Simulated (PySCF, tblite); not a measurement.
# C₈H₈O: dynamics, then NMR shifts on frames, part 2 of 2

tblite 0.8.0 and PySCF 2.14.0. Atoms count from 0. Earlier steps stand in the parts before.

### Step 5. Nuclear shieldings: 625 fs, PBE0/pcSseg-1

The job: settings as JSON, then the geometry in Å.

```
{"job": {"kind": "nmr", "xc": "PBE0", "basis": "pcSseg-1", "pop": false}, "charge": 0, "multiplicity": 1}
C      3.863900     0.454500     1.425100
C      2.694100     0.359000     1.199500
C      1.357300     0.616000     0.904600
C      0.406200     0.991600     0.285900
C     -1.019900     0.987700    -0.047700
C     -1.651900     2.229400     0.587200
C     -1.639600    -0.322700     0.436500
C     -2.055000    -1.292600    -0.636000
O     -1.795800    -0.446200     1.616300
H      4.802700     0.148300     1.348200
H     -1.061200     0.992100    -1.149100
H     -1.537700     2.046800     1.698100
H     -0.978900     3.017800     0.411700
H     -2.663800     2.581700     0.233500
H     -2.454300    -2.159600    -0.233200
H     -1.244900    -1.365800    -1.389000
H     -2.951400    -0.790900    -1.170100
```

Level: GIAO PBE0/pcSseg-1 NMR shielding, non-relativistic, gas phase.

The log of the run:

```text
coarse grid: 14736 points
cycle   1  E = -383.9956587060  dE =  1.462e+00  |g| = 8.449e-01  |ddm| = 3.963e+00
cycle   2  E = -383.5816547647  dE =  4.140e-01  |g| = 1.687e+00  |ddm| = 2.475e+00
cycle   3  E = -384.1344032263  dE = -5.527e-01  |g| = 2.046e-01  |ddm| = 1.891e+00
cycle   4  E = -384.1426024316  dE = -8.199e-03  |g| = 9.148e-02  |ddm| = 2.569e-01
cycle   5  E = -384.1439190475  dE = -1.317e-03  |g| = 5.771e-02  |ddm| = 1.086e-01
cycle   6  E = -384.1447581710  dE = -8.391e-04  |g| = 8.048e-03  |ddm| = 4.813e-02
cycle   7  E = -384.1447723098  dE = -1.414e-05  |g| = 2.348e-03  |ddm| = 8.500e-03
cycle   8  E = -384.1447732566  dE = -9.468e-07  |g| = 1.181e-03  |ddm| = 2.844e-03
final grid: 143848 points
cycle   9  E = -384.2124650375  dE = -2.717e-05  |g| = 1.171e-02  |ddm| = 4.502e-02
cycle  10  E = -384.2123951628  dE =  6.987e-05  |g| = 2.249e-02  |ddm| = 2.422e-02
cycle  11  E = -384.2124917516  dE = -9.659e-05  |g| = 2.396e-03  |ddm| = 1.696e-02
cycle  12  E = -384.2124929877  dE = -1.236e-06  |g| = 6.746e-04  |ddm| = 2.191e-03
cycle  13  E = -384.2124930819  dE = -9.424e-08  |g| = 2.476e-04  |ddm| = 6.948e-04
cycle  14  E = -384.2124930967  dE = -1.478e-08  |g| = 5.318e-05  |ddm| = 2.282e-04
cycle  15  E = -384.2124930974  dE = -7.158e-10  |g| = 1.408e-05  |ddm| = 6.762e-05
converged SCF energy = -384.2124930974

GIAO shielding tensors (ppm)
atom      isotropic    diamagn.    paramagn.     s11        s22        s33       span
  0 C      111.158     270.500    -159.342     21.667     43.355    268.454    246.787
  1 C      102.912     257.373    -154.462      6.363     17.155    285.217    278.855
  2 C      103.526     260.211    -156.685     19.812     35.617    255.150    235.338
  3 C       95.083     267.481    -172.398     -7.908      7.198    285.960    293.868
  4 C      147.163     252.974    -105.811    132.504    147.554    161.432     28.928
  5 C      165.447     246.351     -80.904    150.997    157.183    188.161     37.164
  6 C      -22.684     250.284    -272.969   -117.599    -46.520     96.067    213.666
  7 C      151.970     251.499     -99.529    133.136    136.103    186.670     53.534
  8 O     -308.490     399.939    -708.429   -862.516   -432.488    369.534   1232.050
  9 H       31.802      34.840      -3.038     25.448     26.758     43.201     17.752
 10 H       28.586      33.579      -4.993     26.127     26.781     32.850      6.722
 11 H       28.565      28.214       0.351     25.109     27.649     32.937      7.827
 12 H       31.332      30.433       0.899     26.956     30.579     36.461      9.505
 13 H       29.533      26.908       2.625     25.006     26.667     36.927     11.921
 14 H       30.548      29.944       0.604     27.141     28.288     36.215      9.074
 15 H       28.327      30.619      -2.292     25.301     28.908     30.772      5.471
 16 H       28.106      26.950       1.156     24.992     27.364     31.961      6.969
```

Run time: 28 s. Hardware: 1 thread of Arm Neoverse V1, shared host; peak memory 0.88 GiB.

This run: δ C6 209.6, C3 91.8, C1 84.0, C2 83.4, H16 3.61, H15 3.39 ppm.

### Step 6. Shielding tensors: 800 fs, PBE0/pcSseg-1

The job: settings as JSON, then the geometry in Å.

```
{"job": {"kind": "nmr", "xc": "PBE0", "basis": "pcSseg-1", "pop": false}, "charge": 0, "multiplicity": 1}
C      3.760300     0.336700     1.636500
C      2.600400     0.512500     1.407900
C      1.233900     0.698500     1.190100
C      0.148400     0.896500     0.711300
C     -1.245400     1.028000     0.291200
C     -1.724100     2.442100     0.747300
C     -1.993300    -0.245000     0.883700
C     -2.072400    -1.401400    -0.075000
O     -2.363200    -0.339300     2.045000
H      4.787600     0.095200     1.676000
H     -1.322100     1.005100    -0.795800
H     -1.840500     2.423900     1.799900
H     -0.918000     3.112200     0.324300
H     -2.670100     2.635800     0.242600
H     -1.283600    -2.107200     0.139700
H     -1.763500    -1.169300    -1.077600
H     -3.081900    -1.898900    -0.028200
```

Method: GIAO PBE0/pcSseg-1 NMR shielding, non-relativistic, gas phase.

The log of the run:

```text
coarse grid: 14736 points
cycle   1  E = -384.0092676123  dE =  1.283e+00  |g| = 8.599e-01  |ddm| = 4.042e+00
cycle   2  E = -383.5060467890  dE =  5.032e-01  |g| = 1.818e+00  |ddm| = 2.463e+00
cycle   3  E = -384.1541054136  dE = -6.481e-01  |g| = 2.132e-01  |ddm| = 1.917e+00
cycle   4  E = -384.1632011188  dE = -9.096e-03  |g| = 9.463e-02  |ddm| = 2.582e-01
cycle   5  E = -384.1645957233  dE = -1.395e-03  |g| = 5.915e-02  |ddm| = 1.078e-01
cycle   6  E = -384.1654701123  dE = -8.744e-04  |g| = 8.784e-03  |ddm| = 4.872e-02
cycle   7  E = -384.1654871756  dE = -1.706e-05  |g| = 2.613e-03  |ddm| = 8.797e-03
cycle   8  E = -384.1654884078  dE = -1.232e-06  |g| = 1.078e-03  |ddm| = 3.165e-03
final grid: 143848 points
cycle   9  E = -384.2342734438  dE = -2.117e-05  |g| = 1.312e-02  |ddm| = 6.665e-02
cycle  10  E = -384.2341767931  dE =  9.665e-05  |g| = 2.612e-02  |ddm| = 2.775e-02
cycle  11  E = -384.2343065481  dE = -1.298e-04  |g| = 2.834e-03  |ddm| = 1.955e-02
cycle  12  E = -384.2343082689  dE = -1.721e-06  |g| = 6.807e-04  |ddm| = 2.390e-03
cycle  13  E = -384.2343083676  dE = -9.875e-08  |g| = 2.585e-04  |ddm| = 7.473e-04
cycle  14  E = -384.2343083845  dE = -1.684e-08  |g| = 5.785e-05  |ddm| = 2.414e-04
cycle  15  E = -384.2343083853  dE = -8.605e-10  |g| = 9.907e-06  |ddm| = 6.869e-05
converged SCF energy = -384.2343083853

GIAO shielding tensors (ppm)
atom      isotropic    diamagn.    paramagn.     s11        s22        s33       span
  0 C      112.653     266.780    -154.127     33.451     39.988    264.519    231.067
  1 C      112.112     251.719    -139.606     21.481     24.313    290.543    269.062
  2 C      108.931     256.695    -147.764     38.008     38.113    250.672    212.664
  3 C      100.412     268.223    -167.811     -0.367      3.136    298.468    298.835
  4 C      138.848     251.426    -112.578    124.224    131.586    160.734     36.510
  5 C      164.323     246.158     -81.836    148.621    163.704    180.643     32.021
  6 C      -28.066     251.103    -279.169   -122.293    -51.455     89.550    211.843
  7 C      156.054     254.725     -98.670    130.748    141.895    195.521     64.773
  8 O     -352.643     397.006    -749.650   -950.582   -468.293    360.945   1311.528
  9 H       30.003      34.216      -4.213     24.614     24.891     40.503     15.889
 10 H       28.182      33.527      -5.346     24.437     27.908     32.200      7.763
 11 H       30.068      29.338       0.730     26.638     28.755     34.812      8.174
 12 H       29.246      27.128       2.118     24.912     28.531     34.293      9.381
 13 H       30.348      27.731       2.617     25.858     28.047     37.138     11.280
 14 H       29.064      31.672      -2.608     26.588     27.612     32.992      6.405
 15 H       29.518      32.906      -3.387     26.475     30.497     31.583      5.108
 16 H       28.526      26.667       1.859     24.894     26.475     34.208      9.314
```

Run time: 28 s. Hardware: 1 thread of Arm Neoverse V1, shared host; peak memory 0.88 GiB.

Key values: δ C6 215.0, C3 86.5, C2 78.0, C1 74.8, H10 3.54, H16 3.19 ppm.

### Step 7. NMR shieldings: 1000 fs, PBE0/pcSseg-1

The job: settings as JSON, then the geometry in Å.

```
{"job": {"kind": "nmr", "xc": "PBE0", "basis": "pcSseg-1", "pop": false}, "charge": 0, "multiplicity": 1}
C      3.339300     1.157600     1.783600
C      2.131300     1.144500     1.616200
C      0.911600     1.046400     1.040300
C     -0.266400     1.081500     0.668400
C     -1.644200     1.203000     0.357200
C     -1.954000     2.566900     0.903800
C     -2.287500     0.058500     1.260700
C     -1.639100    -1.394900     1.113800
O     -3.261000     0.222500     1.904700
H      4.328800     1.240600     2.258600
H     -1.948900     1.070100    -0.682200
H     -2.128700     2.586900     1.986800
H     -1.242100     3.369200     0.709100
H     -2.983500     2.914600     0.483300
H     -1.943000    -2.012700     0.186900
H     -1.866900    -1.938000     1.965600
H     -0.568400    -1.429400     1.160200
```

Method: GIAO PBE0/pcSseg-1 NMR shielding, non-relativistic, gas phase.

The log of the run:

```text
coarse grid: 14736 points
cycle   1  E = -384.0032986159  dE =  1.336e+00  |g| = 8.314e-01  |ddm| = 4.083e+00
cycle   2  E = -383.6110414325  dE =  3.923e-01  |g| = 1.665e+00  |ddm| = 2.210e+00
cycle   3  E = -384.1353675256  dE = -5.243e-01  |g| = 2.146e-01  |ddm| = 1.660e+00
cycle   4  E = -384.1433234390  dE = -7.956e-03  |g| = 1.198e-01  |ddm| = 2.768e-01
cycle   5  E = -384.1463184521  dE = -2.995e-03  |g| = 5.810e-02  |ddm| = 1.308e-01
cycle   6  E = -384.1471927246  dE = -8.743e-04  |g| = 8.417e-03  |ddm| = 4.938e-02
cycle   7  E = -384.1472062475  dE = -1.352e-05  |g| = 4.229e-03  |ddm| = 9.242e-03
cycle   8  E = -384.1472100434  dE = -3.796e-06  |g| = 1.830e-03  |ddm| = 4.003e-03
final grid: 143848 points
cycle   9  E = -384.2149554961  dE = -2.051e-05  |g| = 1.291e-02  |ddm| = 6.943e-02
cycle  10  E = -384.2148660087  dE =  8.949e-05  |g| = 2.490e-02  |ddm| = 2.879e-02
cycle  11  E = -384.2149878340  dE = -1.218e-04  |g| = 3.026e-03  |ddm| = 1.971e-02
cycle  12  E = -384.2149899097  dE = -2.076e-06  |g| = 9.416e-04  |ddm| = 2.756e-03
cycle  13  E = -384.2149901397  dE = -2.299e-07  |g| = 2.301e-04  |ddm| = 8.990e-04
cycle  14  E = -384.2149901528  dE = -1.311e-08  |g| = 8.083e-05  |ddm| = 2.423e-04
cycle  15  E = -384.2149901540  dE = -1.232e-09  |g| = 4.484e-05  |ddm| = 9.044e-05
cycle  16  E = -384.2149901545  dE = -4.734e-10  |g| = 8.972e-06  |ddm| = 3.725e-05
converged SCF energy = -384.2149901545

GIAO shielding tensors (ppm)
atom      isotropic    diamagn.    paramagn.     s11        s22        s33       span
  0 C      105.717     263.256    -157.539     28.843     34.232    254.076    225.233
  1 C      109.591     263.528    -153.937     17.679     19.518    291.576    273.897
  2 C      104.193     250.573    -146.380     28.272     47.200    237.109    208.837
  3 C      102.138     271.633    -169.495    -15.679     16.332    305.760    321.439
  4 C      146.360     240.642     -94.282    128.775    145.244    165.060     36.285
  5 C      166.814     240.667     -73.853    149.579    165.179    185.686     36.107
  6 C      -11.678     249.344    -261.021    -98.798    -13.682     77.447    176.245
  7 C      155.910     250.135     -94.226    133.853    140.652    193.225     59.372
  8 O     -313.792     390.584    -704.376   -872.548   -401.764    332.936   1205.484
  9 H       28.503      30.196      -1.693     23.648     23.766     38.096     14.448
 10 H       28.708      29.291      -0.584     24.510     27.698     33.915      9.405
 11 H       29.713      27.452       2.260     26.767     28.048     34.323      7.556
 12 H       30.062      26.529       3.532     25.372     29.305     35.507     10.135
 13 H       28.612      24.284       4.328     24.254     25.359     36.224     11.970
 14 H       28.217      27.812       0.405     25.123     25.924     33.605      8.482
 15 H       31.200      29.923       1.277     28.163     29.289     36.147      7.984
 16 H       28.664      32.988      -4.323     23.557     30.186     32.251      8.694
```

Run time: 29 s. Hardware: 1 thread of Arm Neoverse V1, shared host; peak memory 0.88 GiB.

This run: δ C6 198.6, C3 84.8, C2 82.7, C0 81.2, H14 3.50, H9 3.21 ppm.

### Step 8. Comparing the runs: NMR shifts

Shifts (ppm) of some atoms, chosen among heavy atoms and hydrogens apart, with basis size and wall time:

```
  frame     C6    C1    C4    C7   H15     H9     O8  functions  time
 250 fs  218.9  76.0  48.6  41.0  2.20   1.29  702.3        193  29 s
 425 fs  205.0  76.3  53.3  31.7  3.51   0.17  605.1        193  29 s
 625 fs  209.6  84.0  39.8  35.0  3.39  -0.09  644.6        193  28 s
 800 fs  215.0  74.8  48.1  30.9  2.20   1.71  688.7        193  28 s
1000 fs  198.6  77.3  40.6  31.0  0.52   3.21  649.9        193  29 s
```

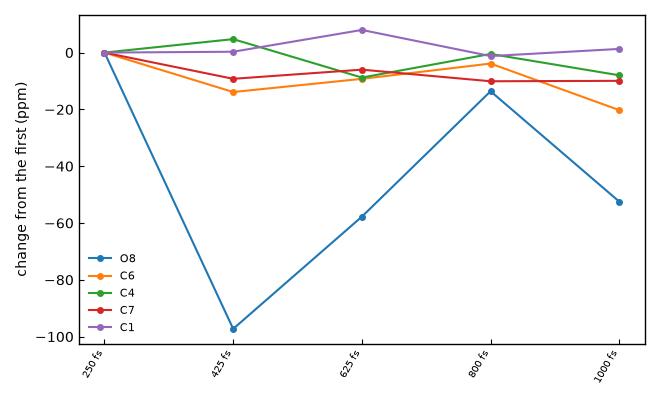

How five of the tabulated atoms move from run to run.

### Step 9. Summary of results

The summary covers parts 1 to 2.

| quantity | value |
| --- | --- |
| thermostat | 400 K |
| mean temperature, second half | 449 K |
| mean potential energy above the minimum | 0.92 eV |
| ¹³C shifts against TMS (PBE0/pcSseg-1, 250 fs) | 218.9, 93.1, 85.3, 78.2, 76.0, 48.6, 41.0, 18.1 ppm |
| ¹H shifts against TMS (PBE0/pcSseg-1, 250 fs) | 5.49, 3.98, 3.59, 2.42, 2.20, 1.59, 1.29, 0.66 ppm |
| ¹⁷O shifts against H2O (PBE0/pcSseg-1, 250 fs) | 702.3 ppm |
| range of the shift of O8 | 605.1 to 702.3 ppm |

What this shows: In the second half the potential energy averages 0.92 eV above the minimum; equipartition over 45 harmonic modes at 400 K would give 0.78 eV. With 17 atoms the temperature swings widely (196 to 602 K). Shifts at one fixed geometry are not the observed spectrum, which averages over the motion. In the first frame run (250 fs): The widest tensor belongs to O8: span 1312 ppm, with a paramagnetic part of -762 ppm. In ppm, O8 moves most: its shift spreads over 97.3 ppm, from 605.1 (425 fs) to 702.3 (250 fs).
